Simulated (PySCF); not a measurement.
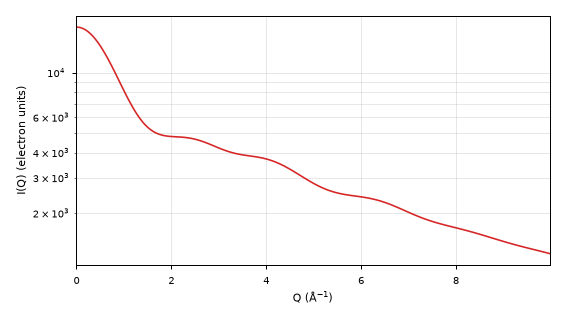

Elastic X-ray scattering of a randomly oriented, rigid molecule, calculated with the Debye equation from neutral-atom form factors (independent atoms, no Compton part, no vibration). The geometry is the end point of an optimisation (PBE0-D3(BJ)/def2-SVP geometry optimisation, gas phase in PySCF 2.14.0, density-fitted response routines); it may be a saddle point or a higher isomer. It contains Au, P, F.

Question: How many electrons does the independent-atom model of the molecule hold?

Answer: I(0) is the square of the electron number: I(0) = 16900, so about 130 electrons, the count of AuF4P.

Question: What radius of gyration does the initial fall-off give?

Answer: From I(Q) ≈ I(0) exp(−Q²R²/3) at small Q, R ≈ 1.64 Å. It is larger than the electron-weighted radius of the nuclear positions alone (1.55 Å), because each atom's electron cloud adds to it.
